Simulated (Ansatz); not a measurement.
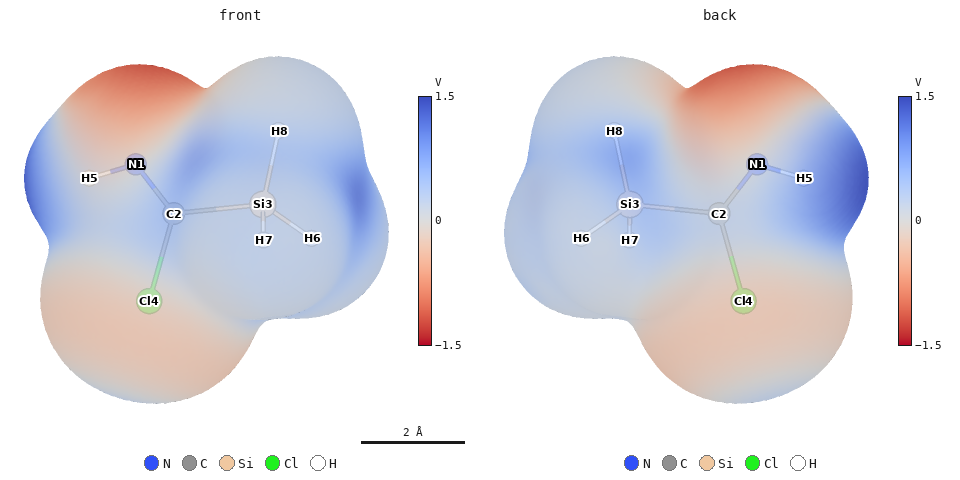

*CH$_{4}$ClNSi. The electrostatic potential painted on the density surface at 0.001 e/bohr³, seen from the front and from behind; the colour scale runs from red (negative) to blue (positive).*

Geometry: PBE0-D4/def2-TZVP.

Computed with RKS PBE0-D4/def2-TZVPP (Ansatz).

Input

```
crystal:
  periodic: [false, false, false]
  atoms:
    - {symbol: N, position_ang: [-0.133963, 1.454717, -0.961907]}
    - {symbol: C, position_ang: [-0.418521, 0.335375, -0.490032]}
    - {symbol: Si, position_ang: [0.653358, -0.598331, 0.760326]}
    - {symbol: Cl, position_ang: [-1.899099, -0.560559, -0.931261]}
    - {symbol: H, position_ang: [-0.820556, 1.817518, -1.623873]}
    - {symbol: H, position_ang: [1.022560, -1.900497, 0.155691]}
    - {symbol: H, position_ang: [-0.163537, -0.822565, 1.976881]}
    - {symbol: H, position_ang: [1.851856, 0.217343, 1.058375]}
basis:
  gaussian: {orbitals: def2-TZVPP}
hamiltonian: {xc: pbe0, dispersion: d4}
output: {orbitals: {seedname: orbitals}}
```

Run with:

```sh
ansatz run in.yaml --threads 2 --pin off --events-out ev --progress --plain --max-ram 4352MiB
```

### Describe the electrostatic potential map.

The most negative region (about −1.1 V) lies over N1, the most positive (about +1.4 V) over H5. Cl4 shows a σ-hole: about +0.2 V at the tip opposite its bond, against about −0.2 V on its flanks. N1 is the likeliest acceptor of a hydrogen bond.
